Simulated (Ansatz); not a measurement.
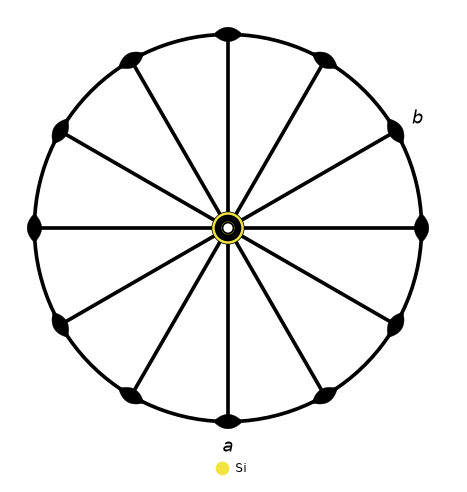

Crystal: AlSi₂B₄, the end point of a relaxation with Ansatz 0.2.0, DFT PBE, scalar-relativistic, plane waves, PAW; the starting structure was generated, so it need not be a known form of this composition. Directions from one aluminium atom at (0, 0, 1/2) to its bonded neighbours, in stereographic projection down c (filled: above the plane of the page or in it, open: below). Geometry calculated from the standardised cell; symmetry tolerance 0.002 Å.

Neighbours are counted up to 2.83 Å for Si; other elements are left out. The symmetry elements of the site are drawn in: heavy lines are mirror planes (a heavy rim: a mirror in the plane of the page); lens, triangle, square and hexagon are 2-, 3-, 4- and 6-fold axes, a lens in an open square is −4, a triangle in an open hexagon −6; thin dashed diameters join the ends of axes that lie in the page; a small open circle marks inversion.

```yaml
crystal:
  lattice:
    - [3.33226, 0.00000, 0.00000]
    - [-1.66613, 2.88583, 0.00000]
    - [0.00000, 0.00000, 11.70145]
  atoms:
    - { symbol: Al, position: [0.00000, 0.00000, 0.50000] }
    - { symbol: Si, position: [0.00000, 0.00000, 0.70849] }
    - { symbol: Si, position: [0.00000, 0.00000, 0.29151] }
    - { symbol: B, position: [0.00000, 0.00000, 0.00000] }
    - { symbol: B, position: [0.50000, 0.00000, 0.00000] }
    - { symbol: B, position: [0.00000, 0.50000, 0.00000] }
    - { symbol: B, position: [0.50000, 0.50000, 0.00000] }
```

Q: How many neighbours are there, and at what angles?

A: 2: 2 Si at 2.44 Å. Angles between bonds: 180° (1×).

Q: What is the site's symmetry in the crystal?

A: Point group 6/mmm (D6h), order 24: one sixfold axis, six twofold axes, seven mirror planes, an inversion centre. In P6/mmm (No. 191) this is Wyckoff position 1b.
